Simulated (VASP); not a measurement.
Band structure of Te (trig). Level of theory: PBE GGA with D3 dispersion (Becke-Johnson damping), VASP's PBE PAW potentials (set 64) (plane waves; VASP).

Unless said otherwise, spin-orbit coupling is left out, though it shifts the bands of the heavy elements here.

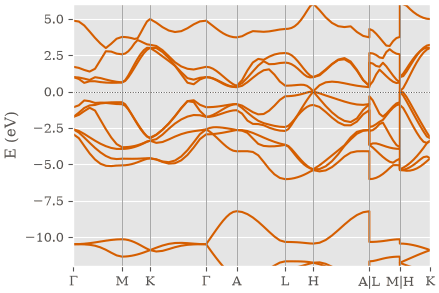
Fig. 1. Bands along high-symmetry lines, zero at the valence-band maximum or, without a gap, the Fermi level

Q: Read the plot: is there a gap, and where are the band edges?

A: The gap is direct, 0.02 eV, from the valence maximum at H to the conduction minimum at H. (Edges off the drawn lines would not show.)

The compound is Te in the trig structure. It was relaxed first, which changed the volume by -5 %.
